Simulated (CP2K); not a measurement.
**SiNH4Se (SMILES N[SiH][SeH]) at GFN1-xTB**

What is the energy difference between two shapes of SiNH4Se at GFN1-xTB? 

Program for the calculation: CP2K 2026.2.

2 further runs of the same task are left out: 2 set aside as unsound or not needed.

### Step 1. The structure to begin with

SiNH4Se: 7 atoms, total charge 0, spin state doublet. SMILES: `N[SiH][SeH]`. The shape comes from GFN2-xTB, which is rough for such elements, and wasn't checked as a minimum. This is one conformer, not always the lowest.

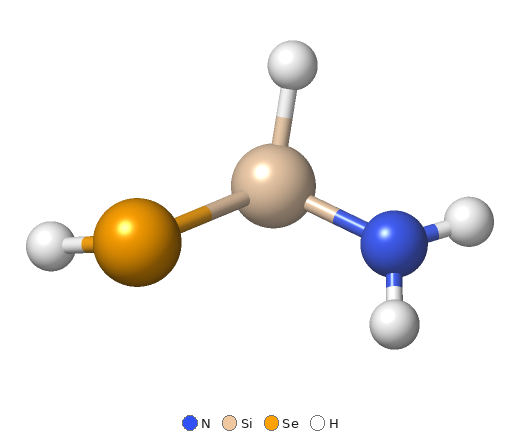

The structure, seen from a chosen angle (nitrogen blue, silicon light orange, selenium orange, hydrogen white).

### Step 2. Energy and forces at GFN1-xTB

File qs.inp:

```
&GLOBAL
    PROJECT_NAME qs
    RUN_TYPE ENERGY_FORCE
    PRINT_LEVEL MEDIUM
&END GLOBAL

&FORCE_EVAL
    METHOD QUICKSTEP
    &DFT
        MULTIPLICITY 2
        UKS T
        ! Quickstep
        &QS
            METHOD XTB
            EPS_DEFAULT 1.0E-10
            &XTB
                GFN_TYPE TBLITE
                &TBLITE
                    METHOD GFN1
                &END TBLITE
                CHECK_ATOMIC_CHARGES F
            &END XTB
        &END QS
        &POISSON
            PERIODIC NONE
            POISSON_SOLVER ANALYTIC
        &END POISSON
        &SCF
            SCF_GUESS ATOMIC
            EPS_SCF 1.0E-06
            MAX_SCF 150
            ADDED_MOS 8
            &DIAGONALIZATION
                ALGORITHM STANDARD
            &END DIAGONALIZATION
            &MIXING
                METHOD DIRECT_P_MIXING
                ALPHA 0.4
            &END MIXING
            &SMEAR ON
                METHOD FERMI_DIRAC
                ELECTRONIC_TEMPERATURE [K] 300
            &END SMEAR
        &END SCF
        &PRINT
            &MOMENTS
                PERIODIC F
                REFERENCE COM
                MAX_MOMENT 1
            &END MOMENTS
            &MO ON
                ENERGIES T
                OCCUPATION_NUMBERS T
                NDIGITS 6
                &EACH
                    QS_SCF 0
                &END EACH
                ADD_LAST NUMERIC
            &END MO
            &HIRSHFELD OFF
            &END HIRSHFELD
        &END PRINT
    &END DFT
    &SUBSYS
        &CELL
            ABC 15.6 15.4 14.2
            PERIODIC NONE
        &END CELL
        &COORD
            UNIT bohr
            N     -2.0057742     0.8722409    -1.1852362
            Si     0.1280289     0.4438589     1.2314400
            Se     3.0435740    -2.3627435    -0.4078407
            H     -2.6672728    -0.6336630    -2.1471068
            H     -3.3157513     2.2459017    -1.0901452
            H      1.2534175     2.9488420     1.5946265
            H      3.5637778    -3.5144371     2.0042435
        &END COORD
        &TOPOLOGY
            &CENTER_COORDINATES
            &END CENTER_COORDINATES
        &END TOPOLOGY
    &END SUBSYS
    ! extra output
    &PRINT
        &FORCES ON
        &END FORCES
    &END PRINT
&END FORCE_EVAL
```

The run is started by

```sh
$ OMP_NUM_THREADS=1 cp2k.psmp -i qs.inp -o qs.out
```

Log:

```text
CP2K| version string:                                       CP2K version 2026.2
[...]
 GLOBAL| Method name                                                        CP2K
[...]
 GLOBAL| Run type                                                   ENERGY_FORCE
[...]
                             - Atoms:                                          7
[...]
                             - Spherical basis functions:                     30
[...]
 Number of electrons:                                                         10
[...]
  *** SCF run converged in    14 steps ***
[...]
  Fermi energy:                                                -0.29731070444328
[...]
 TB_DIPOLE| Moment [Debye]         -0.83382932      -0.69113001       0.23066099
 TB_DIPOLE| Derivative [a.u.]       0.00000000       0.00000000       0.00000000
[...]
 ENERGY| Total FORCE_EVAL ( QS ) energy [hartree]            -10.561140063176312
 FORCES| Atomic forces [hartree/bohr]
 FORCES|   Atom     x               y               z               |f|
 FORCES|      1 -1.08320354E-04 -1.02356494E-03  1.52040339E-03   1.83604056E-03
 FORCES|      2  2.08135615E-02 -1.81393776E-02  2.22401818E-03   2.76981519E-02
 FORCES|      3 -1.45929754E-02  1.31483956E-02  5.71107482E-03   2.04560899E-02
 FORCES|      4 -2.55647970E-03  2.95302914E-03 -3.05749898E-03   4.96026910E-03
 FORCES|      5 -2.56042199E-03  8.68110397E-04 -4.80898013E-03   5.51685293E-03
 FORCES|      6 -1.56463339E-03  1.70207262E-03 -2.41606309E-03   3.34402298E-03
 FORCES|      7  5.69269340E-04  4.91334803E-04  8.27045807E-04   1.11780241E-03
 FORCES| Sum     8.69530142E-17  1.93855348E-16  9.19403442E-17
 FORCES| Total atomic force                                       2.31503239E-16
[...]
```

Run time: 0.93 s. Hardware: 1 thread of Intel Xeon 6975P-C (Granite Rapids), shared host; peak memory 0.19 GiB.

### Step 3. The distorted shape

File molecule.inp:

```
&GLOBAL
    PROJECT_NAME molecule
    RUN_TYPE ENERGY_FORCE
    PRINT_LEVEL MEDIUM
&END GLOBAL

&FORCE_EVAL
    METHOD QS
    &DFT
        CHARGE 0
        MULTIPLICITY 2
        SPIN_POLARIZED T
        # Quickstep
        &QS
            METHOD XTB
            EPS_DEFAULT 1.0E-10
            &XTB
                GFN_TYPE TBLITE
                &TBLITE
                    METHOD GFN1
                &END TBLITE
                CHECK_ATOMIC_CHARGES F
            &END XTB
        &END QS
        &POISSON
            PERIODIC NONE
            POISSON_SOLVER ANALYTIC
        &END POISSON
        &SCF
            SCF_GUESS ATOMIC
            EPS_SCF 1.0E-06
            MAX_SCF 150
            ADDED_MOS 8
            &DIAGONALIZATION
                ALGORITHM STANDARD
            &END DIAGONALIZATION
            &MIXING
                METHOD DIRECT_P_MIXING
                ALPHA 0.4
            &END MIXING
            &SMEAR ON
                METHOD FERMI_DIRAC
                ELECTRONIC_TEMPERATURE [K] 300
            &END SMEAR
        &END SCF
        &PRINT
            &MOMENTS
                PERIODIC F
                REFERENCE COM
                MAX_MOMENT 1
            &END MOMENTS
            &MO ON
                ENERGIES T
                OCCUPATION_NUMBERS T
                NDIGITS 6
                &EACH
                    QS_SCF 0
                &END EACH
                ADD_LAST NUMERIC
            &END MO
            &HIRSHFELD OFF
            &END HIRSHFELD
        &END PRINT
    &END DFT
    # atoms, cell and kinds
    &SUBSYS
        # vacuum box
        &CELL
            ABC [angstrom] 15.7 15.4 14.2
            PERIODIC NONE
        &END CELL
        &COORD
            UNIT bohr
            N     -1.9801457     0.8267646    -1.1669796
            Si     0.5264210     0.5702834     1.2659332
            Se     3.1667237    -2.3563751    -0.2551074
            H     -2.8441418    -0.6073788    -2.1510242
            H     -3.2738825     2.1102402    -0.8595306
            H      1.3149319     2.9447621     1.4022127
            H      3.6969638    -3.5021519     1.9239623
        &END COORD
        &TOPOLOGY
            &CENTER_COORDINATES
            &END CENTER_COORDINATES
        &END TOPOLOGY
    &END SUBSYS
    # extra output
    &PRINT
        &FORCES ON
        &END FORCES
    &END PRINT
&END FORCE_EVAL
```

The run is started by

```sh
$ OMP_NUM_THREADS=1 cp2k.psmp -i molecule.inp > molecule.out 2>&1
```

Log:

```text
CP2K| version string:                                       CP2K version 2026.2
[...]
 GLOBAL| Method name                                                        CP2K
[...]
 GLOBAL| Run type                                                   ENERGY_FORCE
[...]
                             - Atoms:                                          7
[...]
                             - Spherical basis functions:                     30
[...]
 Number of electrons:                                                         10
[...]
  *** SCF run converged in    14 steps ***
[...]
  Fermi energy:                                                -0.29403687892369
[...]
 TB_DIPOLE| Moment [Debye]         -0.19258597      -0.82302328       0.70863901
 TB_DIPOLE| Derivative [a.u.]       0.00000000       0.00000000       0.00000000
[...]
 ENERGY| Total FORCE_EVAL ( QS ) energy [hartree]            -10.543069536324008
 FORCES| Atomic forces [hartree/bohr]
 FORCES|   Atom     x               y               z               |f|
 FORCES|      1  3.61111121E-02 -2.98418357E-02  1.53136477E-02   4.92854479E-02
 FORCES|      2 -4.55774293E-02 -7.10630674E-02 -2.35580931E-02   8.76484190E-02
 FORCES|      3 -1.52971413E-02  3.25275777E-02 -5.43124832E-02   6.51298064E-02
 FORCES|      4  1.15145571E-02  8.03486278E-03  8.01511549E-03   1.61674402E-02
 FORCES|      5 -1.97451155E-02  2.36837948E-02  2.71279532E-03   3.09540139E-02
 FORCES|      6  2.13619845E-02  6.14627106E-02 -1.42124100E-03   6.50847071E-02
 FORCES|      7  1.16320324E-02 -2.48040427E-02  5.32502589E-02   5.98843451E-02
 FORCES| Sum    -4.16333634E-17  9.71445147E-17 -1.04083409E-16
 FORCES| Total atomic force                                       1.48336609E-16
[...]
```

Run time: 0.97 s. Hardware: 1 thread of Intel Xeon 6975P-C (Granite Rapids), shared host; peak memory 0.19 GiB.

### Step 4. Summary of results

Level: GFN1-xTB.

```
                                                  quantity         value
                                 first shape: total energy  -10.56114 Eh
    first shape: dipole moment (from atomic charges alone)        1.11 D
           first shape: HOMO energy (highest over α and β)      -8.32 eV
            first shape: LUMO energy (lowest over α and β)      -7.86 eV
                     first shape: largest force on an atom    1.424 eV/Å
                             distorted shape: total energy  -10.54307 Eh
distorted shape: dipole moment (from atomic charges alone)        1.10 D
       distorted shape: HOMO energy (highest over α and β)      -8.24 eV
        distorted shape: LUMO energy (lowest over α and β)      -7.76 eV
                 distorted shape: largest force on an atom    4.507 eV/Å
                    energy change with the atoms displaced      0.492 eV
```

In words: With the atoms displaced the energy rises by 0.49 eV (47.4 kJ/mol). The first shape isn't relaxed at this level, so the change isn't measured from a minimum. The largest force (first shape) is 1.42 eV/Å: the shape isn't a stationary point for this species at this level. The dipole (first shape) comes from point charges on the atoms alone, without atomic dipoles, so it is partial. The dipole (distorted shape) comes from point charges on the atoms alone, without atomic dipoles, so it is partial.
